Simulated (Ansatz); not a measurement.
# Ga2SbN (ordered alloy on zincblende lattice): the dielectric function from several functionals

Aim: the dielectric function of Ga2SbN (ordered alloy on zincblende lattice) in the independent-particle picture, and how it depends on the functional. The runs, in order: optics with PBE on 6×6×4; optics with r2SCAN on 6×6×4; optics with LDA on 6×6×4.

Method: plane waves, PAW; no local fields, no excitons, in Ansatz 0.2.0.

2 further runs of the same task are left out: 2 that didn't finish.

### 1 The starting structure

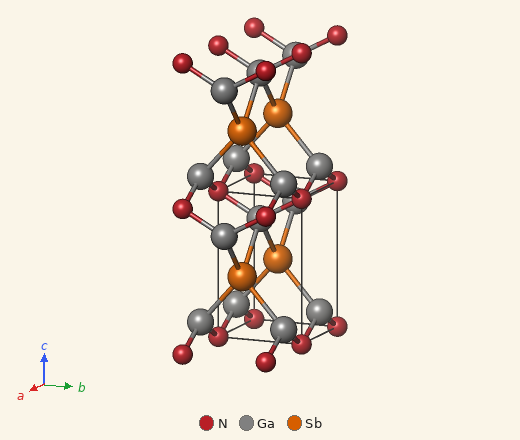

Start, viewed slightly off an axis; nitrogen red, gallium grey, antimony orange. 2×1×2 cells are drawn. Atoms on the faces are drawn again on the opposite ones.

Coordinates:

```cif
data_structure
_symmetry_space_group_name_H-M 'P-4m2'
_symmetry_Int_Tables_number 115
_cell_length_a 3.5796
_cell_length_b 3.5796
_cell_length_c 5.8944
_cell_angle_alpha 90.000
_cell_angle_beta 90.000
_cell_angle_gamma 90.000
_cell_volume 75.53
loop_
_atom_site_label
_atom_site_type_symbol
_atom_site_symmetry_multiplicity
_atom_site_Wyckoff_symbol
_atom_site_fract_x
_atom_site_fract_y
_atom_site_fract_z
_atom_site_occupancy
N1 N 1 a 0.00000 0.00000 0.00000 1
Ga1 Ga 2 g 0.00000 0.50000 0.83749 1
Sb1 Sb 1 c 0.50000 0.50000 0.50000 1
```

The cell was relaxed beforehand with r2SCAN; those runs aren't shown. No run includes spin-orbit coupling, which matters for Sb.

### 2 Optics, PBE

Contents of input.yaml:

```yaml
crystal:
  lattice:
    - [3.5796136366, 0.0, 0.0]
    - [0.0, 3.5796136366, 0.0]
    - [0.0, 0.0, 5.8943730514]
  atoms:
    - { symbol: "N", position: [0.0, 0.0, 0.0] }
    - { symbol: Ga, position: [0.0, 0.5, 0.837490526] }
    - { symbol: Sb, position: [0.5, 0.5, 0.5] }
    - { symbol: Ga, position: [0.5, 0.0, 0.162509474] }
kpoints:
  mp_grid: { grid: [6, 6, 4] }
hamiltonian:
  xc: pbe
scf:
  occupations: { method: fermi_dirac, width: 0.02 }
output:
  optics: { e_range: [0, 12], de: 0.05, sigma: 0.1, bands: auto }
```

The run is started by

```
ansatz run input.yaml --threads 4 --pin off --max-ram 3686MiB --backend cpu --events-out ev --progress --plain --runs-dir out
```

The program printed:

```text
Warning: RAYON_NUM_THREADS=4 ignored (pool sized by the plan → 4); use --threads N
Engine: ansatz 0.2.0, x86_64-unknown-linux-gnu
Pseudopotentials: kind: paw
Pseudopotential: N, paw, valence charge 5, recommended cutoff 420 eV (normal), N.paw.azcp
Pseudopotential: Ga, paw, valence charge 13, recommended cutoff 420 eV (normal), Ga.paw.azcp
Pseudopotential: Sb, paw, valence charge 15, recommended cutoff 420 eV (normal), Sb.paw.azcp
Functional definition: PBE
  parameter kappa = 0.804
  parameter beta = 0.06672455060314922
  exchange = pbe_x(kappa = kappa, mu = beta*pi^2/3)
  correlation = pbe_c(beta = beta)
Crystal: 4 atoms, lattice volume = 75.528 Å³
Basis set: ecut = 420 eV, 1487 PW (Γ)
Bands: 28, of which v1, the nominal top of the filled ones, is band 23 counted from 1 (22 counted from 0)
Symmetry: 8 space group operations
Space group: P-4m2 (ITA 115), of the structure as read, at distance tolerance 4.2e-5 Å
k-points: 30 of 144 (time reversal used)
Non-local potential: N, projectors of the file, l = 0: 2, l = 1: 2, l = 2: 1
Non-local potential: Ga, projectors of the file, l = 0: 2, l = 1: 2, l = 2: 3, l = 3: 1
Non-local potential: Sb, projectors of the file, l = 0: 2, l = 1: 2, l = 2: 2, l = 3: 2
PAW form: soft (Blöchl's): semilocal exchange-correlation on the pseudo side does not see the compensation charge
PAW one-centre angular grid: N, 110 points (default); XC on 64 Gauss nodes
PAW one-centre angular grid: Ga, 590 points (default); XC on 64 Gauss nodes
PAW one-centre angular grid: Sb, 590 points (default); XC on 64 Gauss nodes
Initial density: superposition of atomic densities (neutral atoms: chi_scale 0, normalization atom), corrected by the library's trained network
Initial wavefunctions: pseudopotential atomic-orbital guess
Functional: x = pbe(κ = 0.804, μ = 0.2195149727645171), c = pbe(β = 0.06672455060314922)
SCF iter   1: F=—  HF=-14433.960425 eV  |F-HF|=—  |Δ(HF+E_count)|=         —  Δρ=3.43e-3  dr2=9.55e-3  ethr=1.77e-3  ⟨swp⟩=6.2  Hψ=3960  notcnv=0
preconditioner: auto → Resta (q_TF=auto, 2.512 Å⁻¹)  ε∞=4.1  [insulator: Δε(μ)=0.079 eV  Ē_g=14.513 eV  σ=0.020 eV  W_gap=0.60  n_scr=20 (ndim 8)  ℏωp=25.6 eV  f_vac=0.008  D(μ)=1.18/eV (n_scr^D=2)  ε∞_Penn≈4.1]
SCF iter   2: F=—  HF=-14433.958787 eV  |F-HF|=—  |Δ(HF+E_count)|=   1.64e-3  Δρ=1.70e-3  dr2=2.34e-3  ethr=2.08e-5  ⟨swp⟩=2.7  Hψ=1806  notcnv=0  defer=20
SCF iter   3: F=—  HF=-14433.958878 eV  |F-HF|=—  |Δ(HF+E_count)|=   9.10e-5  Δρ=4.39e-4  dr2=1.01e-4  ethr=5.09e-6  ⟨swp⟩=3.0  Hψ=1640  notcnv=0  defer=20
SCF iter   4: F=—  HF=-14433.958886 eV  |F-HF|=—  |Δ(HF+E_count)|=   7.97e-6  Δρ=1.57e-4  dr2=1.73e-5  ethr=2.20e-7  ⟨swp⟩=2.0  Hψ=1495  notcnv=0  defer=20
SCF iter   5: F=—  HF=-14433.958897 eV  |F-HF|=—  |Δ(HF+E_count)|=   1.06e-5  Δρ=7.58e-5  dr2=2.72e-6  ethr=3.76e-8  ⟨swp⟩=2.0  Hψ=1507  notcnv=0  defer=20
SCF iter   6: F=—  HF=-14433.958899 eV  |F-HF|=—  |Δ(HF+E_count)|=   2.63e-6  Δρ=2.51e-5  dr2=5.74e-7  ethr=5.91e-9  ⟨swp⟩=2.0  Hψ=1358  notcnv=0  defer=20
SCF iter   7: F=—  HF=-14433.958900 eV  |F-HF|=—  |Δ(HF+E_count)|=   3.82e-7  Δρ=5.84e-6  dr2=3.17e-8  ethr=1.25e-9  ⟨swp⟩=2.2  Hψ=1363  notcnv=0  defer=20
SCF iter   8: F=—  HF=-14433.958900 eV  |F-HF|=—  |Δ(HF+E_count)|=   2.94e-8  Δρ=9.26e-7  dr2=8.11e-10  ethr=6.89e-11  ⟨swp⟩=2.0  Hψ=1139  notcnv=0  defer=20
SCF iter   9: F=—  HF=-14433.958900 eV  |F-HF|=—  |Δ(HF+E_count)|=  6.93e-10  Δρ=2.01e-7  dr2=3.56e-11  ethr=1.76e-12  ⟨swp⟩=2.0  Hψ=1025  notcnv=0  defer=20
SCF iter  10: F=-14433.958900 eV  HF=-14433.958900 eV  |F-HF|=1.82e-12  |Δ(HF+E_count)|=  2.91e-11  Δρ=3.71e-8  dr2=9.64e-13  ethr=1.00e-12  ⟨swp⟩=5.3  Hψ=2434  notcnv=0
SCF 1 converged in 10 iterations: F = -14433.958900 eV  dr2 = 9.64e-13
NSCF: frozen V_eff on 30 k-points
Optics k sum: 0 of 30 k-points
[...]
output.optics: what the bands over the 108 summed would add to eps1, eps2 and the energy-loss function is held between a lower and an upper bound (5 Lanczos steps). eps1, eps2 and their loss function (loss_summed_bands) are given on every row as the summed bands alone make them. Along an axis, on a row where the two bounds hold the loss function to about 1 % of the greater of itself and 0.5 % of |1/eps|, its cell (loss_completed) is given, with the completed eps1 and eps2 that it is formed of (a cell that is left empty reads nan in the table and null in the record). The two bounds hold it so along every axis on all 240 rows up to 12.000 eV. The run works to bound the rows up to 37.755 eV and no higher ones: a peak of the loss function over that energy may be left empty with no warning. To have the run work for it, set output.optics.bands.spectra_wanted_up_to to a higher energy. perfect_screening_sum, loss_f_sum_n_eff and, beside carriers, perfect_screening_limit are those of loss_summed_bands: over the bounded function the two sums would run over rows that are not all bounded, and lack what the bands left out lay past the top of the energy grid. Bounded is said of the bands left out alone, which are those that the basis at basis.ecutwfc holds: it says nothing of that cutoff, of the k-point mesh, of what the sum inside its cells errs by (eps2_relative_error), of the factors of all_electron_strengths, nor of how far the SCF is converged. The bands left out are taken at the k-points, and what their mean over the points' cells stands off that by is in neither bound: the run's estimate of it, which the test of a row counts in, is 0.01 % of |eps| at the most among the values given; where the mean stood off by over 0.5 % the points' spread read 0.1 to 3 times that
SCF converged after 10 iterations
Free energy (F): -14433.958900 eV
Harris-Foulkes:  -14433.958900 eV  (|F-HF|=1.82e-12)
Internal energy: -14433.957336 eV  (E = F + TS)
E sigma→0 (E₀):  -14433.958118 eV
Entropy (-TS):   -0.001564 eV (-0.391 meV/atom)
Fermi energy:    10.002734 eV
--- Per-component energies (eV) ---
  E_band       = -247.080142
  E_kinetic    = 566.507539
  E_local      = -5670.275933  (includes V_loc(G=0)·N_el)
  E_nonlocal   = 1260.558459
  E_hartree    = 2611.954097
  E_xc         = -335.665169
  E_vxc        = -287.344096  (∫ρ·V_xc dr)
  E_paw        = -8682.642631  (= ΣΔE_a)
  E_vpaw       = -1340.434224  (= ΣTr[D̂ρ^β])
  E_aug_tail   = -0.000103  (compensation charges beyond the density's cutoff)
  E_ewald      = -4184.393595
  E_smearing   = -0.001564  (= −TS)
  E_closure    = -0.000000  (closes the sum)
  Σ components = -14433.958900   (vs F -14433.958900, Δ=0.00e0)
--- Band table (eV; the first three rows and the last of 30) ---
  k-point 0: bands = ["-19.2675", "-19.2390", "-19.2390", "-19.2353", "-19.2233", "-6.9055", "-5.6234", "-5.6234", "-5.5912", "-5.5626", "-5.5172", "-5.4959", "-5.4896", "-5.4896", "-5.4248", "-4.8980", "-1.1914", "2.1159", "5.5484", "5.5484", "7.4335", "8.2589", "10.6814", "10.6814", "12.2552", "13.3427", "14.8399", "14.8399"]
  k-point 1: bands = ["-19.2675", "-19.2390", "-19.2390", "-19.2353", "-19.2233", "-6.9004", "-5.6199", "-5.6199", "-5.5895", "-5.5710", "-5.5156", "-5.4961", "-5.4937", "-5.4937", "-5.4247", "-4.8399", "-1.5219", "2.8001", "5.5871", "5.5871", "6.3106", "9.2607", "10.4623", "10.4623", "12.0865", "13.3993", "14.7564", "15.2335"]
  k-point 2: bands = ["-19.2675", "-19.2390", "-19.2390", "-19.2352", "-19.2233", "-6.8953", "-5.6162", "-5.6162", "-5.5880", "-5.5776", "-5.5152", "-5.4980", "-5.4980", "-5.4962", "-5.4245", "-4.7769", "-1.8030", "3.7347", "5.2694", "5.6271", "5.6271", "10.0911", "10.2640", "10.2640", "11.5298", "13.8155", "14.7019", "14.9924"]
  k-point 29: bands = ["-19.2504", "-19.2504", "-19.2442", "-19.2154", "-19.2076", "-6.5996", "-5.6532", "-5.5874", "-5.5794", "-5.5794", "-5.4934", "-5.4934", "-5.4439", "-5.4439", "-5.4257", "-3.9027", "1.4646", "2.4934", "2.4934", "5.4761", "5.6354", "5.6354", "5.7169", "12.1060", "12.1060", "12.6383", "13.2728", "14.1659"]
```

It took 2.7 min on 4 threads of Intel Xeon Platinum 8488C (Sapphire Rapids), shared host; peak memory 1.2 GiB.

optics.tsv begins:

```
# eps2_relative_error = 0.0039
# drude_weight_relative_error = 0.2471
# drude_damping_ev = 0e0
# drude_plasma_energy_squared_ev2(xx yy zz xy xz yz) = 36.561362 36.561362 19.499703 0.000000 -0.000000 0.000000
# drude_plasma_energy_ev(xx yy zz) = 6.046599 6.046599 4.415847
# f_sum_n_eff(xx yy zz) = 32.678940 32.678940 32.697656 of n_electrons = 46.000000
# n_bands = 108
# n_bands_set_by = photon_energy
# valid_up_to_ev = 50.949605
```

The dielectric function from optics.tsv (yy equals xx), one row in 8 (narrow peaks fall between the rows):

```
E (eV)   ε₂ xx  ε₂ zz      ε₁ xx     ε₁ zz
  0.05   65.02  12.81  -14373.00  -7717.70
  0.45  137.95  24.78    -211.51    -96.27
  0.85   12.99   5.38     -77.01    -19.29
  1.25    4.31   2.94     -30.42     -0.36
  1.65    2.56   4.81     -12.38     10.09
  2.05    4.24  14.80      -4.07     12.40
  2.45    4.77  11.22      -1.89      8.96
  2.85    4.69  13.54       0.21      7.91
  3.25    4.94  15.66       2.25      7.53
  3.65    6.59  17.16       3.13      1.28
  4.05    6.42  11.51       3.65      3.64
  4.45   10.85  20.46       2.87      0.82
  4.85   10.26  16.22      -1.18     -4.16
  5.25    6.67   9.97      -1.96     -7.42
  5.65    5.86   8.61      -0.52     -5.32
  6.05    5.95   6.50      -1.10     -6.84
  6.45    5.69   4.82      -0.37     -5.36
  6.85    5.97   3.72      -1.21     -5.00
  7.25    5.51   2.58      -2.35     -4.59
  7.65    4.49   1.80      -2.24     -3.11
  8.05    4.00   1.96      -2.53     -2.92
  8.45    3.19   1.53      -2.57     -2.40
  8.85    2.71   1.31      -2.00     -1.95
  9.25    2.38   1.45      -2.19     -1.44
  9.65    1.91   1.03      -1.95     -1.59
 10.05    1.65   1.11      -1.64     -1.07
 10.45    1.52   1.04      -1.38     -1.04
 10.85    1.38   0.99      -1.31     -1.01
 11.25    1.24   0.93      -1.15     -0.69
 11.65    1.14   1.22      -1.13     -0.87
```

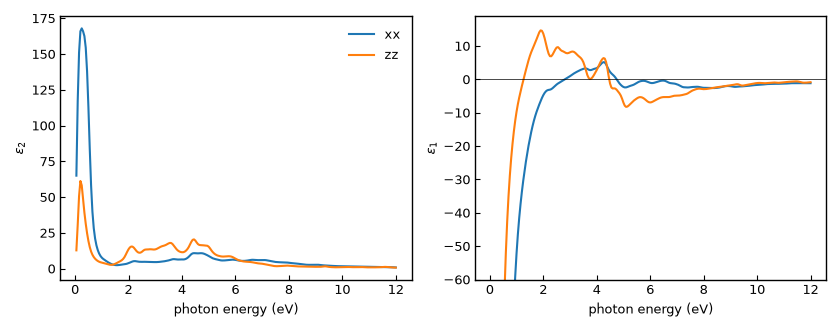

Imaginary (left) and real part (right) of the dielectric function. The free carriers drive ε₁ far below the frame at low energy.

Tallest peaks of ε₂ (mean of the periodic axes): 131.4 at 0.25 eV. The bands are partly filled, so the low end hangs on the mesh and the damping.

### 3 Optics, r2SCAN

Edit input.yaml of step 2 so:

```diff
@@ -13,3 +13,3 @@
 hamiltonian:
-  xc: pbe
+  xc: r2scan
 scf:
@@ -18 +18,5 @@
   optics: { e_range: [0, 12], de: 0.05, sigma: 0.1, bands: auto }
+  write_density: true
+  write_potential: true
+  elf: true
+  volumetric_format: npy
```

The run is started by

```
ansatz run input.yaml --threads 4 --pin off --max-ram 3686MiB --backend cpu --events-out ev --progress --plain --runs-dir out
```

The program printed:

```text
Warning: RAYON_NUM_THREADS=4 ignored (pool sized by the plan → 4); use --threads N
[... 2 set-up lines as earlier in the session ...]
Pseudopotential: N, paw, valence charge 5, recommended cutoff 500 eV (meta_gga), N.paw.azcp
Pseudopotential: Ga, paw, valence charge 13, recommended cutoff 500 eV (meta_gga), Ga.paw.azcp
Pseudopotential: Sb, paw, valence charge 15, recommended cutoff 500 eV (meta_gga), Sb.paw.azcp
Functional definition: r2SCAN
  parameter k0 = 0.174
  parameter k1 = 0.065
  parameter a1 = 4.9479
  exchange = r2scan_x(k0 = k0, k1 = k1, a1 = a1)
  correlation = r2scan_c
Crystal: 4 atoms, lattice volume = 75.528 Å³
Basis set: ecut = 500 eV, 1925 PW (Γ), exchange–correlation on 108×108×180 points (64 copies of the dense FFT grid, shifted against one another)
Bands: 28, of which v1, the nominal top of the filled ones, is band 23 counted from 1 (22 counted from 0)
[... 2 set-up lines as earlier in the session ...]
k-points: 30 of 144 (time reversal used)
[... 4 set-up lines as earlier in the session ...]
PAW frozen core: N, regenerated for the run's functional (the file was generated under x = pbe(κ = 0.804, μ = 0.2195149727645171), c = pbe(β = 0.06672455060314922))
PAW frozen core: Ga, regenerated for the run's functional (the file was generated under x = pbe(κ = 0.804, μ = 0.2195149727645171), c = pbe(β = 0.06672455060314922))
PAW frozen core: Sb, regenerated for the run's functional (the file was generated under x = pbe(κ = 0.804, μ = 0.2195149727645171), c = pbe(β = 0.06672455060314922))
PAW one-centre angular grid: N, 302 points (default); XC on 160 Gauss nodes
PAW one-centre angular grid: Ga, 590 points (default); XC on 160 Gauss nodes
PAW one-centre angular grid: Sb, 590 points (default); XC on 160 Gauss nodes
[... 2 set-up lines as earlier in the session ...]
Functional: x = r2scan, c = r2scan; τ floored in thin density (d = 2e-4 eV/Å³)
SCF iter   1: F=—  HF=-14464.084856 eV  |F-HF|=—  |Δ(HF+E_count)|=         —  Δρ=9.53e-3  dr2=2.77e-2  dr2_τ=4.61e-2  ethr=1.77e-3  ⟨swp⟩=6.3  Hψ=4023  notcnv=0
preconditioner: auto → Resta (q_TF=auto, 2.512 Å⁻¹)  ε∞=3.8  [insulator: Δε(μ)=0.098 eV  Ē_g=15.371 eV  σ=0.020 eV  W_gap=0.71  n_scr=20 (ndim 8)  ℏωp=25.6 eV  f_vac=0.007  D(μ)=1.25/eV (n_scr^D=2)  ε∞_Penn≈3.8]
SCF iter   2: F=—  HF=-14464.114945 eV  |F-HF|=—  |Δ(HF+E_count)|=   3.01e-2  Δρ=3.64e-3  dr2=7.62e-3  dr2_τ=4.80e-4  ethr=6.01e-5  ⟨swp⟩=2.8  Hψ=1787  notcnv=0  defer=19
SCF iter   3: F=—  HF=-14464.114486 eV  |F-HF|=—  |Δ(HF+E_count)|=   4.59e-4  Δρ=2.48e-3  dr2=1.79e-3  dr2_τ=1.17e-4  ethr=1.66e-5  ⟨swp⟩=2.2  Hψ=1372  notcnv=0  defer=19
SCF iter   4: F=—  HF=-14464.114891 eV  |F-HF|=—  |Δ(HF+E_count)|=   4.05e-4  Δρ=1.23e-3  dr2=7.71e-4  dr2_τ=4.14e-5  ethr=3.90e-6  ⟨swp⟩=2.0  Hψ=1096  notcnv=0  defer=19
SCF iter   5: F=—  HF=-14464.114844 eV  |F-HF|=—  |Δ(HF+E_count)|=   4.69e-5  Δρ=2.48e-4  dr2=2.53e-5  dr2_τ=2.59e-6  ethr=1.68e-6  ⟨swp⟩=2.2  Hψ=1371  notcnv=0  defer=19
SCF iter   6: F=—  HF=-14464.114865 eV  |F-HF|=—  |Δ(HF+E_count)|=   2.02e-5  Δρ=6.83e-5  dr2=2.84e-6  dr2_τ=6.17e-8  ethr=5.51e-8  ⟨swp⟩=3.0  Hψ=1524  notcnv=0  defer=19
SCF iter   7: F=—  HF=-14464.114865 eV  |F-HF|=—  |Δ(HF+E_count)|=   3.60e-7  Δρ=2.20e-5  dr2=4.65e-7  dr2_τ=1.66e-8  ethr=6.17e-9  ⟨swp⟩=2.0  Hψ=1350  notcnv=0  defer=19
SCF iter   8: F=—  HF=-14464.114865 eV  |F-HF|=—  |Δ(HF+E_count)|=   1.04e-7  Δρ=3.30e-6  dr2=8.18e-9  dr2_τ=2.74e-10  ethr=1.01e-9  ⟨swp⟩=2.0  Hψ=1084  notcnv=0  defer=19
SCF iter   9: F=—  HF=-14464.114865 eV  |F-HF|=—  |Δ(HF+E_count)|=   9.43e-9  Δρ=1.56e-6  dr2=2.56e-9  dr2_τ=7.29e-11  ethr=1.78e-11  ⟨swp⟩=2.0  Hψ=1510  notcnv=0  defer=19
SCF iter  10: F=—  HF=-14464.114865 eV  |F-HF|=—  |Δ(HF+E_count)|=  3.71e-10  Δρ=2.32e-7  dr2=3.27e-11  dr2_τ=1.52e-12  ethr=5.57e-12  ⟨swp⟩=2.2  Hψ=1115  notcnv=0  defer=19
SCF iter  11: F=-14464.114865 eV  HF=-14464.114865 eV  |F-HF|=9.09e-12  |Δ(HF+E_count)|=  2.55e-11  Δρ=3.58e-8  dr2=1.36e-12  dr2_τ=2.28e-14  ethr=1.00e-12  ⟨swp⟩=5.7  Hψ=2297  notcnv=0
SCF 1 converged in 11 iterations: F = -14464.114865 eV  dr2 = 1.36e-12
NSCF: frozen V_eff on 30 k-points
Optics k sum: 0 of 30 k-points
[...]
output.optics: what the bands over the 108 summed would add to eps1, eps2 and the energy-loss function is held between a lower and an upper bound (5 Lanczos steps). eps1, eps2 and their loss function (loss_summed_bands) are given on every row as the summed bands alone make them. Along an axis, on a row where the two bounds hold the loss function to about 1 % of the greater of itself and 0.5 % of |1/eps|, its cell (loss_completed) is given, with the completed eps1 and eps2 that it is formed of (a cell that is left empty reads nan in the table and null in the record). The two bounds hold it so along every axis on all 240 rows up to 12.000 eV. The run works to bound the rows up to 37.755 eV and no higher ones: a peak of the loss function over that energy may be left empty with no warning. To have the run work for it, set output.optics.bands.spectra_wanted_up_to to a higher energy. perfect_screening_sum, loss_f_sum_n_eff and, beside carriers, perfect_screening_limit are those of loss_summed_bands: over the bounded function the two sums would run over rows that are not all bounded, and lack what the bands left out lay past the top of the energy grid. Bounded is said of the bands left out alone, which are those that the basis at basis.ecutwfc holds: it says nothing of that cutoff, of the k-point mesh, of what the sum inside its cells errs by (eps2_relative_error), of the factors of all_electron_strengths, nor of how far the SCF is converged. The bands left out are taken at the k-points, and what their mean over the points' cells stands off that by is in neither bound: the run's estimate of it, which the test of a row counts in, is 0.01 % of |eps| at the most among the values given; where the mean stood off by over 0.5 % the points' spread read 0.1 to 3 times that
SCF converged after 11 iterations
Free energy (F): -14464.114865 eV
Harris-Foulkes:  -14464.114865 eV  (|F-HF|=9.09e-12)
Internal energy: -14464.113072 eV  (E = F + TS)
E sigma→0 (E₀):  -14464.113969 eV
Entropy (-TS):   -0.001793 eV (-0.448 meV/atom)
Fermi energy:    10.047640 eV
--- Per-component energies (eV) ---
  E_band       = -275.995919
  E_kinetic    = 564.616809
  E_local      = -5676.806893  (includes V_loc(G=0)·N_el)
  E_nonlocal   = 1265.458402
  E_hartree    = 2619.069239
  E_xc         = -310.067975
  E_vxc        = -304.207413  (∫ρ·V_xc dr)
  E_paw        = -8741.159321  (= ΣΔE_a)
  E_vpaw       = -1381.240350  (= ΣTr[D̂ρ^β])
  E_aug_tail   = -0.000072  (compensation charges beyond the density's cutoff)
  E_vtau       = 18.045104  (kinetic-family band-sum trace: ∫τ·v_τ [+ j·A + Jᵃ·Aᵃ] dr)
  E_ewald      = -4184.393595
  E_core_change = -0.829667  (= ΣΔE_core)
  E_smearing   = -0.001793  (= −TS)
  E_closure    = 0.000000  (closes the sum)
  Σ components = -14464.114865   (vs F -14464.114865, Δ=0.00e0)
--- Band table (eV; the first three rows and the last of 30) ---
  k-point 0: bands = ["-20.1686", "-20.1327", "-20.1327", "-20.1257", "-20.1173", "-7.8991", "-6.2977", "-6.2977", "-6.2629", "-6.2343", "-6.1874", "-6.1608", "-6.1580", "-6.1580", "-6.0881", "-5.6445", "-1.8024", "1.7080", "5.2204", "5.2204", "7.4175", "7.9967", "10.6025", "10.6025", "12.4823", "13.6835", "15.0229", "15.0229"]
  k-point 1: bands = ["-20.1686", "-20.1327", "-20.1327", "-20.1256", "-20.1173", "-7.8932", "-6.2939", "-6.2939", "-6.2608", "-6.2442", "-6.1860", "-6.1624", "-6.1624", "-6.1609", "-6.0879", "-5.5879", "-2.1287", "2.4011", "5.2604", "5.2604", "6.1142", "9.2021", "10.3739", "10.3739", "12.3093", "13.6113", "15.0847", "15.4484"]
  k-point 2: bands = ["-20.1686", "-20.1327", "-20.1327", "-20.1255", "-20.1173", "-7.8873", "-6.2899", "-6.2899", "-6.2587", "-6.2522", "-6.1858", "-6.1671", "-6.1671", "-6.1611", "-6.0878", "-5.5272", "-2.4077", "3.3436", "5.0285", "5.3020", "5.3020", "10.1320", "10.1670", "10.1670", "11.6749", "13.9822", "14.9367", "15.4410"]
  k-point 29: bands = ["-20.1455", "-20.1455", "-20.1407", "-20.1033", "-20.1009", "-7.5292", "-6.3281", "-6.2648", "-6.2490", "-6.2490", "-6.1595", "-6.1595", "-6.1108", "-6.1108", "-6.0885", "-4.7516", "1.0785", "2.1430", "2.1430", "5.1551", "5.2948", "5.2948", "5.4173", "12.2366", "12.2366", "12.8214", "13.4121", "14.3816"]
```

Wall time 3.1 min (4 threads of Intel Xeon Platinum 8488C (Sapphire Rapids), shared host); peak memory 1.5 GiB.

optics.tsv begins:

```
# eps2_relative_error = 0.0027
# drude_weight_relative_error = 0.1136
# drude_damping_ev = 0e0
# drude_plasma_energy_squared_ev2(xx yy zz xy xz yz) = 41.439877 41.439877 20.189766 0.000000 -0.000000 0.000000
# drude_plasma_energy_ev(xx yy zz) = 6.437381 6.437381 4.493302
# f_sum_n_eff(xx yy zz) = 34.285094 34.285094 34.176713 of n_electrons = 46.000000
# n_bands = 108
# n_bands_set_by = photon_energy
# valid_up_to_ev = 53.218655
```

The dielectric function from optics.tsv (yy equals xx), one row in 15 (narrow peaks fall between the rows):

```csv
E (eV),ε₂ xx,ε₂ zz,ε₁ xx,ε₁ zz
0.05,72.53,16.07,-16315.00,-7985.30
0.80,13.06,5.10,-93.03,-26.55
1.55,1.85,2.04,-18.08,4.83
2.30,4.45,11.34,-3.23,7.79
3.05,3.82,12.38,0.64,9.03
3.80,4.94,15.08,3.32,5.62
4.55,6.60,11.87,4.64,6.44
5.30,9.27,14.76,-1.58,-5.47
6.05,5.83,8.03,-0.51,-4.98
6.80,5.13,4.72,-0.46,-5.20
7.55,5.68,3.00,-1.35,-4.45
8.30,4.32,1.87,-2.15,-2.59
9.05,2.79,1.40,-2.34,-2.17
9.80,2.33,1.50,-1.99,-1.35
10.55,1.64,0.93,-1.52,-1.00
11.30,1.44,1.09,-1.17,-0.82
```

Tallest peaks of ε₂ (mean of the periodic axes): 141.1 at 0.20 eV. The bands are partly filled, so the low end hangs on the mesh and the damping.

[end of part 1 of 2]
